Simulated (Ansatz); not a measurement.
**TiH$_{2}$OF$_{4}$: geometry relaxation**

System: TiH$_{2}$OF$_{4}$.
Method: RKS PBE0-D4/def2-TZVP (Ansatz 0.2.0).

The geometry is a transition state displaced along its imaginary mode. The reaction was set up to form Ti1–O7 and F2–H6 and to break Ti1–F2 and H6–O7 (atoms counted from 1 in the order of the input); sticks are drawn by distance alone. Figures and captions count atoms from 1; the log counts them from 0 in places.

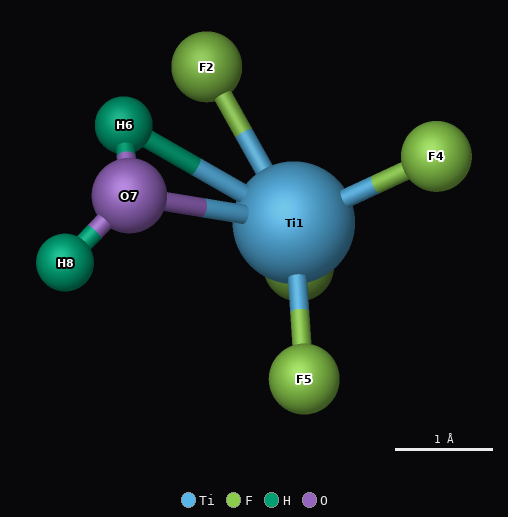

Fig. 1: The input geometry (ball-and-stick view, seen at a tilt; atoms are numbered from 1 in the order of the input). Sticks mark near contacts.

Results in brief:

```csv
quantity,value
outcome,converged
total energy,−36058.8134 eV
mean-field energy,−36058.6907 eV
dispersion energy,−0.1227 eV
SCF solution under orbital rotations,stable
largest force (length of the vector) at the end,0.004 eV/Å
dipole moment,4.42 D
hardware,"8 threads of Arm Neoverse V2, 23 GiB of memory available, shared host"
wall time,31 s (CPU time 3.6 min)
peak memory,0.62 GiB
```

The input:
```yaml
crystal:
  periodic: [false, false, false]
  atoms:
    - {symbol: Ti, position_ang: [-0.491639, -0.244195, -0.450940]}
    - {symbol: F, position_ang: [0.409301, -1.421055, 0.729819]}
    - {symbol: F, position_ang: [0.069090, -1.113593, -1.832554]}
    - {symbol: F, position_ang: [-2.116804, -0.634096, 0.010568]}
    - {symbol: F, position_ang: [-0.754889, 1.325451, -1.229947]}
    - {symbol: H, position_ang: [0.891465, -0.109551, 1.152814]}
    - {symbol: O, position_ang: [0.701452, 0.718805, 0.910959]}
    - {symbol: H, position_ang: [1.292025, 1.478135, 0.709281]}
basis:
  gaussian: {orbitals: def2-TZVP}
hamiltonian: {xc: pbe0, dispersion: d4}
relax: {f_tol: 0.005, max_steps: 200}
```

Launch command:
```bash
ansatz run in.yaml --threads 8 --pin off --events-out ev --progress --plain --max-ram 19148MiB
```

Output:
```
Functional definition: PBE0
  name "PBE0"
  cite "Adamo & Barone, J. Chem. Phys. 110, 6158 (1999) doi:10.1063/1.478522"
  cite "Perdew, Burke & Ernzerhof, Phys. Rev. Lett. 77, 3865 (1996) doi:10.1103/PhysRevLett.77.3865"
  parent pbe
  parameter a = 0.25
  parameter kappa = 0.804
  parameter beta = 0.06672455060314922
  exchange = (1 - a)*pbe_x(kappa = kappa, mu = beta*pi^2/3) + a*exact_x
  correlation = pbe_c(beta = beta)
1329 factors; their error is unknown
mean field evaluation 1: about -36046.1347 eV, gradient 8.8e1 eV
mean field evaluation 2: about -35893.8809 eV, gradient 3.8e2 eV
mean field evaluation 4: about -36056.8409 eV, gradient 1.9e1 eV
mean field evaluation 8: about -36057.4032 eV, gradient 4.4e-2 eV
mean field evaluation 16: about -36057.5728 eV, gradient 4.1e-4 eV
mean field -36057.57278596 eV, -1325.0913591834 hartree, gradient 2.3e-5 eV, S^2 0.000000; 0 other end points of the search recorded, 0 dependent functions left out
the calculation of the forces begins
reference -36057.57282544 eV, -1325.0913606341 hartree; 34, 34 occupied and 178, 178 virtual orbitals, 1329 factors
relax step   1: F+E_penalty+E_count = -36057.69679960 eV  Δ(F+E_penalty+E_count) = +0.000e0 eV  max|allowed force component| = 8.379e0 eV/Å  Δτ_max = 0.0000 Å  (31 SCF iters, accepted)
these checks for a lower state are left out or cut short: starts, cluster_reference, orbital_swaps, neighbouring_geometries, increment
1329 factors; their error is unknown
mean field -36058.10376398 eV, -1325.1108722659 hartree, gradient 2.5e-5 eV, S^2 0.000000; 0 other end points of the search recorded, 0 dependent functions left out
[... from here on the field's lines of each further geometry are left out, up to the last ...]
relax step   2: F+E_penalty+E_count = -36058.22758361 eV  Δ(F+E_penalty+E_count) = -5.308e-1 eV  max|allowed force component| = 1.350e0 eV/Å  Δτ_max = 0.1176 Å  (40 SCF iters, accepted)
relax step   3: F+E_penalty+E_count = -36058.34295370 eV  Δ(F+E_penalty+E_count) = -1.154e-1 eV  max|allowed force component| = 8.069e-1 eV/Å  Δτ_max = 0.0688 Å  (34 SCF iters, accepted)
relax step   4: F+E_penalty+E_count = -36058.47958838 eV  Δ(F+E_penalty+E_count) = -1.366e-1 eV  max|allowed force component| = 9.543e-1 eV/Å  Δτ_max = 0.1953 Å  (40 SCF iters, accepted)
relax step   5: F+E_penalty+E_count = -36058.57340957 eV  Δ(F+E_penalty+E_count) = -9.382e-2 eV  max|allowed force component| = 5.869e-1 eV/Å  Δτ_max = 0.2000 Å  (38 SCF iters, accepted)
relax step   6: F+E_penalty+E_count = -36058.65839932 eV  Δ(F+E_penalty+E_count) = -8.499e-2 eV  max|allowed force component| = 5.603e-1 eV/Å  Δτ_max = 0.2000 Å  (39 SCF iters, accepted)
relax step   7: F+E_penalty+E_count = -36058.72031379 eV  Δ(F+E_penalty+E_count) = -6.191e-2 eV  max|allowed force component| = 7.591e-1 eV/Å  Δτ_max = 0.1960 Å  (38 SCF iters, accepted)
relax step   8: F+E_penalty+E_count = -36058.79046528 eV  Δ(F+E_penalty+E_count) = -7.015e-2 eV  max|allowed force component| = 4.851e-1 eV/Å  Δτ_max = 0.2000 Å  (39 SCF iters, accepted)
relax step   9: F+E_penalty+E_count = -36058.79922504 eV  Δ(F+E_penalty+E_count) = -8.760e-3 eV  max|allowed force component| = 4.462e-1 eV/Å  Δτ_max = 0.1299 Å  (40 SCF iters, accepted)
relax step  10: F+E_penalty+E_count = -36058.81187883 eV  Δ(F+E_penalty+E_count) = -1.265e-2 eV  max|allowed force component| = 8.301e-2 eV/Å  Δτ_max = 0.0561 Å  (34 SCF iters, accepted)
relax step  11: F+E_penalty+E_count = -36058.81330442 eV  Δ(F+E_penalty+E_count) = -1.426e-3 eV  max|allowed force component| = 1.898e-2 eV/Å  Δτ_max = 0.0266 Å  (34 SCF iters, accepted)
relax step  12: F+E_penalty+E_count = -36058.81336704 eV  Δ(F+E_penalty+E_count) = -6.262e-5 eV  max|allowed force component| = 7.856e-3 eV/Å  Δτ_max = 0.0113 Å  (35 SCF iters, accepted)
the calculation of the forces begins
reference -36058.69067730 eV, -1325.1324409325 hartree; 34, 34 occupied and 178, 178 virtual orbitals, 1329 factors
relax step  13: F+E_penalty+E_count = -36058.81337176 eV  Δ(F+E_penalty+E_count) = -4.720e-6 eV  max|allowed force component| = 3.616e-3 eV/Å  Δτ_max = 0.0011 Å  (36 SCF iters, accepted)
1329 factors; their error is unknown
mean field evaluation 128: about -36058.6906 eV, gradient 5.6e-2 eV
```

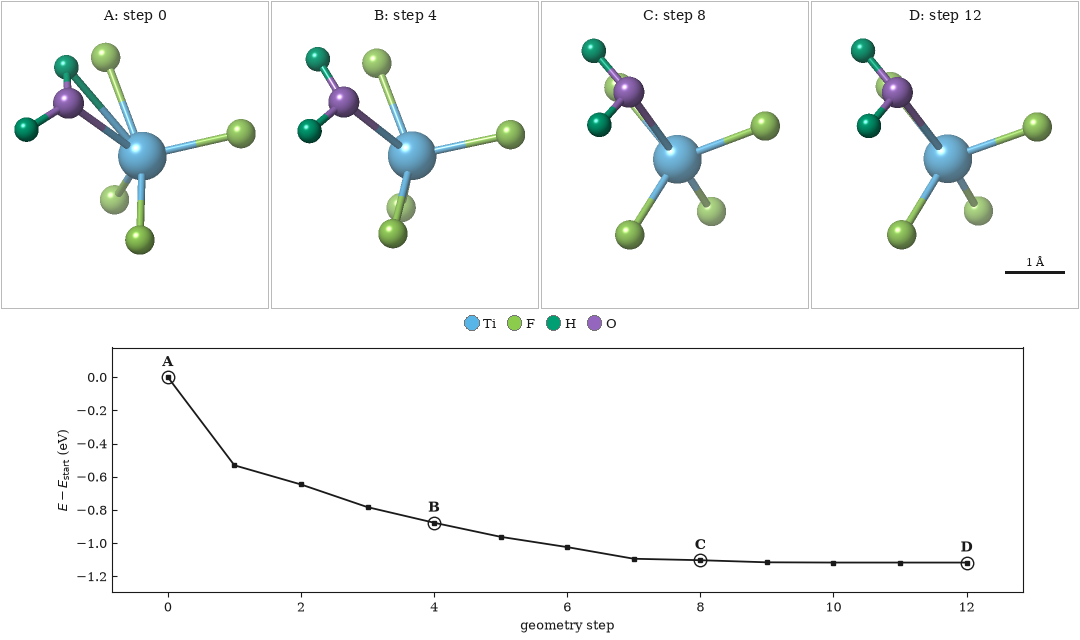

Fig. 2: Frames of the relaxation (ball-and-stick view, seen at a tilt) above the curves, on which the letters mark them (the first geometry is step 0 here and step 1 in the log).

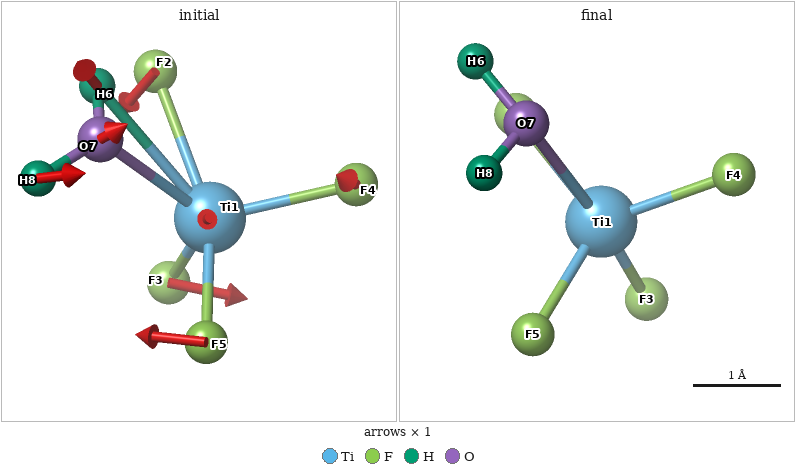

Fig. 3: Before (left) and after (right) the relaxation, at one scale (ball-and-stick view, seen at a tilt). The red arrows give the displacements, at true length. The energy falls by 1.117 eV in 12 geometry steps. The largest force component goes from 8.4 to 0.0036 eV/Å. The atom that moves furthest after the best rigid fit is F3 (0.96 Å). Largest moves by element: F 0.96 Å, H 0.68 Å, O 0.42 Å, Ti 0.29 Å. Among the contacts that change: Ti1–H6 2.122 → 2.818 Å, Ti1–O7 2.051 → 2.302 Å, Ti1–F2 1.895 → 1.767 Å, H6–O7 0.884 → 0.962 Å. Bonds break: Ti1–H6 (2.12 → 2.82 Å). Among the angles that change: F3–Ti1–O7 125.4° → 175.3°, F4–Ti1–O7 118.3° → 83.5°, F2–Ti1–F5 153.5° → 119.5°. (Atoms are counted from 1 in the order of the input.)

```
mean field -36058.69063482 eV, -1325.1324393713 hartree, gradient 2.5e-5 eV, S^2 0.000000; 1 other end points of the search recorded, 0 dependent functions left out
the calculation of the forces begins
reference -36058.69067730 eV, -1325.1324409325 hartree; 34, 34 occupied and 178, 178 virtual orbitals, 1329 factors
Total energy: -36058.81341424 eV, -1325.1369514317 hartree
Atom 0 at    -0.388694    -0.451624    -0.620582 Å, force     0.000121    -0.003616    -0.000238 eV/Å
Atom 1 at     0.815253    -1.548816     0.063599 Å, force    -0.000182     0.000666    -0.000248 eV/Å
Atom 2 at    -0.843235    -1.369343    -2.035803 Å, force     0.000043     0.000729     0.000363 eV/Å
Atom 3 at    -1.911598    -0.368104     0.230919 Å, force    -0.000419     0.000407     0.000008 eV/Å
Atom 4 at     0.139037     1.043530    -1.399772 Å, force     0.000154     0.001035    -0.000086 eV/Å
Atom 5 at     1.075854     0.306241     1.664287 Å, force    -0.000372    -0.000185    -0.000061 eV/Å
Atom 6 at     0.384428     0.763017     1.175290 Å, force     0.000801     0.001323    -0.000062 eV/Å
Atom 7 at     0.728957     1.625000     0.922062 Å, force    -0.000145    -0.000359     0.000323 eV/Å
Dipole moment:     0.538117     0.468533     0.579973 e Å
```

Trajectory as extended XYZ (Å, eV, eV/Å), 13 frames, from step=1 to step=13:
```
8
Properties=species:S:1:pos:R:3:forces:R:3 step=1 energy=-36057.69680
Ti   -0.4916   -0.2442   -0.4509   -0.4172  -0.5325  -0.0375
F     0.4093   -1.4211    0.7298   -0.6094  -0.7478  -0.3927
F     0.0691   -1.1136   -1.8326    0.0310  -0.1775  -0.4492
F    -2.1168   -0.6341    0.0106   -0.1210  -0.0738   0.0001
F    -0.7549    1.3255   -1.2299    0.2933   0.0837   0.2533
H     0.8915   -0.1096    1.1528    3.1002  -5.5575   2.5453
O     0.7015    0.7188    0.9110   -1.9644   8.3787  -2.4768
H     1.2920    1.4781    0.7093   -0.3127  -1.3734   0.5574
8
Properties=species:S:1:pos:R:3:forces:R:3 step=2 energy=-36058.22758
Ti   -0.4985   -0.2917   -0.4560   -0.1107  -0.0125   0.0945
F     0.3839   -1.4606    0.7359   -0.3442   0.0238  -0.3616
F     0.0238   -1.1418   -1.8748   -0.0452  -0.0792  -0.1757
F    -2.1412   -0.6357   -0.0091   -0.0120  -0.0463  -0.0561
F    -0.6599    1.3306   -1.1608    0.0469  -0.1478   0.0230
H     0.9745   -0.1142    1.1656    1.3497  -0.2217   0.7604
O     0.6853    0.7705    0.8885   -1.1484   1.0339  -0.4805
H     1.2321    1.5428    0.7108    0.2639  -0.5501   0.1960
8
Properties=species:S:1:pos:R:3:forces:R:3 step=3 energy=-36058.34295
Ti   -0.5004   -0.2972   -0.4599   -0.1938  -0.2169  -0.2756
F     0.3849   -1.4370    0.7164   -0.2385  -0.3560  -0.2465
F    -0.0277   -1.1602   -1.8971   -0.0344  -0.0003   0.0018
F    -2.1438   -0.6537   -0.0255   -0.0310   0.0068  -0.0011
F    -0.6488    1.3158   -1.1781    0.0226   0.0079  -0.0046
H     1.0180   -0.0724    1.1984    0.8069   0.1122   0.5630
O     0.6678    0.7792    0.8829   -0.6335   0.3875  -0.0349
H     1.2500    1.5254    0.7629    0.3017   0.0589  -0.0021
8
Properties=species:S:1:pos:R:3:forces:R:3 step=4 energy=-36058.47959
Ti   -0.5102   -0.3288   -0.4789   -0.0459  -0.3807  -0.1747
F     0.3635   -1.4798    0.6555   -0.1762  -0.1058  -0.2148
F    -0.1008   -1.1865   -1.9422   -0.0312   0.0415   0.0549
F    -2.1625   -0.6584   -0.0510   -0.0079   0.0414   0.0183
F    -0.6160    1.2967   -1.1821    0.0269   0.0658  -0.0264
H     1.1310    0.0318    1.3190   -0.5255   0.9418  -0.3235
O     0.6510    0.7906    0.8902    0.8080  -0.9543   0.8793
H     1.2441    1.5343    0.7894   -0.0483   0.3502  -0.2131
8
Properties=species:S:1:pos:R:3:forces:R:3 step=5 energy=-36058.57341
Ti   -0.4690   -0.3806   -0.5161   -0.5869   0.2077   0.3196
F     0.3953   -1.5288    0.5648    0.1526  -0.3681  -0.0825
F    -0.2114   -1.2382   -2.0081   -0.0016  -0.1026  -0.1352
F    -2.1193   -0.5622    0.0289    0.2054  -0.0035  -0.1629
F    -0.4469    1.2712   -1.1779    0.0700   0.0585  -0.1778
H     1.1914    0.0922    1.3720   -0.1098   0.5651  -0.0225
O     0.6073    0.7573    0.9653    0.2666  -0.2377   0.2101
H     1.0526    1.5890    0.7711    0.0037  -0.1193   0.0512
8
Properties=species:S:1:pos:R:3:forces:R:3 step=6 energy=-36058.65840
Ti   -0.4410   -0.4066   -0.5336   -0.5603   0.0575  -0.1808
F     0.5021   -1.5930    0.4084    0.1672  -0.1402  -0.0224
F    -0.3808   -1.2839   -2.0521   -0.0909   0.0834   0.1899
F    -2.0662   -0.4813    0.1167    0.3204  -0.0107  -0.1947
F    -0.2659    1.2248   -1.2434    0.0794  -0.1102  -0.0468
H     1.1893    0.1880    1.4925   -0.2202   0.4043  -0.1530
O     0.5493    0.7378    1.0104    0.4550   0.1995   0.2705
H     0.9132    1.6142    0.8011   -0.1505  -0.4836   0.1374
8
Properties=species:S:1:pos:R:3:forces:R:3 step=7 energy=-36058.72031
Ti   -0.4187   -0.4255   -0.5595    0.0023  -0.2229  -0.4975
F     0.6228   -1.6272    0.2616   -0.0944   0.2479  -0.1601
F    -0.5718   -1.3230   -2.0718   -0.0627   0.2525   0.4402
F    -2.0026   -0.4223    0.1727    0.1358  -0.0139  -0.0902
F    -0.0960    1.1705   -1.3108    0.0160  -0.3463   0.1335
H     1.1698    0.2729    1.6034   -0.5582   0.3832  -0.4486
O     0.4927    0.7288    1.0639    0.7591   0.3052   0.4752
H     0.8039    1.6257    0.8406   -0.1979  -0.6057   0.1475
8
Properties=species:S:1:pos:R:3:forces:R:3 step=8 energy=-36058.79046
Ti   -0.4116   -0.4577   -0.6140    0.1814  -0.0517  -0.1561
F     0.7520   -1.5790    0.1206   -0.1167   0.1775  -0.1116
F    -0.7668   -1.3672   -2.0751    0.0072   0.1863   0.3127
F    -1.9517   -0.3877    0.2009    0.0455  -0.0134  -0.0286
F     0.0725    1.0800   -1.3605   -0.0166  -0.2219   0.0940
H     1.1393    0.3098    1.6536   -0.4323   0.3441  -0.3099
O     0.4153    0.7717    1.1931    0.4496   0.0644  -0.0258
H     0.7511    1.6301    0.8814   -0.1181  -0.4851   0.2253
8
Properties=species:S:1:pos:R:3:forces:R:3 step=9 energy=-36058.79923
Ti   -0.3782   -0.4655   -0.6391   -0.1036  -0.0396  -0.1757
F     0.8415   -1.5566    0.0363   -0.1325   0.1480  -0.0581
F    -0.8926   -1.3871   -2.0493    0.1570   0.2332   0.3562
F    -1.8795   -0.3517    0.2526    0.0784  -0.0593  -0.1247
F     0.1750    1.0266   -1.4147   -0.0640  -0.1869   0.0565
H     1.0601    0.3104    1.6642   -0.1975   0.0918  -0.0832
O     0.3554    0.7785    1.1946    0.4462   0.1281  -0.0056
H     0.7184    1.6453    0.9554   -0.1841  -0.3153   0.0345
8
Properties=species:S:1:pos:R:3:forces:R:3 step=10 energy=-36058.81188
Ti   -0.3848   -0.4493   -0.6193    0.0168  -0.0165  -0.0406
F     0.8146   -1.5537    0.0577    0.0412  -0.0336   0.0363
F    -0.8473   -1.3702   -2.0275   -0.0228  -0.0438  -0.0663
F    -1.9071   -0.3586    0.2296   -0.0655   0.0089   0.0432
F     0.1420    1.0363   -1.4133    0.0156   0.0579  -0.0095
H     1.0810    0.3079    1.6658   -0.0429   0.0147  -0.0418
O     0.3915    0.7521    1.1608    0.0826   0.0769   0.0830
H     0.7100    1.6354    0.9461   -0.0248  -0.0645  -0.0042
8
Properties=species:S:1:pos:R:3:forces:R:3 step=11 energy=-36058.81330
Ti   -0.3882   -0.4507   -0.6190    0.0046   0.0018   0.0013
F     0.8158   -1.5488    0.0664   -0.0143   0.0124  -0.0074
F    -0.8421   -1.3696   -2.0332   -0.0009  -0.0029  -0.0060
F    -1.9130   -0.3643    0.2297    0.0113  -0.0011  -0.0060
F     0.1412    1.0438   -1.3999   -0.0066  -0.0168   0.0090
H     1.0810    0.3043    1.6557    0.0083  -0.0120   0.0117
O     0.3832    0.7603    1.1755   -0.0037  -0.0003   0.0042
H     0.7221    1.6249    0.9249    0.0013   0.0190  -0.0069
8
Properties=species:S:1:pos:R:3:forces:R:3 step=12 energy=-36058.81337
Ti   -0.3884   -0.4522   -0.6204   -0.0058   0.0079  -0.0024
F     0.8158   -1.5491    0.0635    0.0020  -0.0038   0.0010
F    -0.8438   -1.3687   -2.0361    0.0014  -0.0019  -0.0001
F    -1.9113   -0.3680    0.2310    0.0005  -0.0019   0.0008
F     0.1389    1.0435   -1.3989    0.0008  -0.0003  -0.0025
H     1.0751    0.3065    1.6650    0.0013   0.0010   0.0003
O     0.3845    0.7631    1.1746   -0.0013  -0.0004   0.0027
H     0.7292    1.6249    0.9212    0.0011  -0.0006   0.0002
8
Properties=species:S:1:pos:R:3:forces:R:3 step=13 energy=-36058.81337
Ti   -0.3887   -0.4516   -0.6206    0.0001  -0.0036  -0.0002
F     0.8153   -1.5488    0.0636   -0.0002   0.0007  -0.0002
F    -0.8432   -1.3693   -2.0358    0.0000   0.0007   0.0004
F    -1.9116   -0.3681    0.2309   -0.0004   0.0004   0.0000
F     0.1390    1.0435   -1.3998    0.0002   0.0010  -0.0001
H     1.0759    0.3062    1.6643   -0.0004  -0.0002  -0.0001
O     0.3844    0.7630    1.1753    0.0008   0.0013  -0.0001
H     0.7290    1.6250    0.9221   -0.0001  -0.0004   0.0003
```

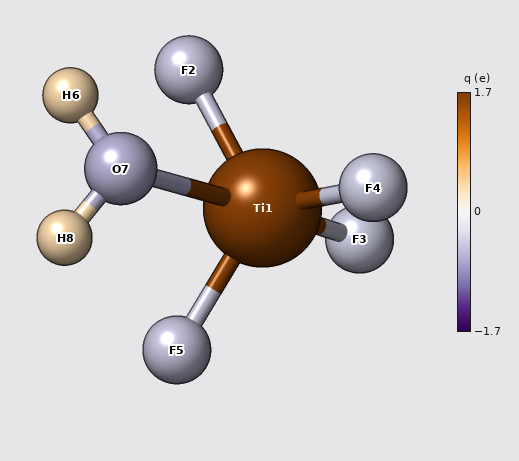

Fig. 4: Mulliken charges, as the colour of each atom (ball-and-stick view, seen at a tilt; atoms are numbered from 1 in the order of the input). By element: Ti +1.60, F −0.46 to −0.41, H +0.37 and O −0.60 e.
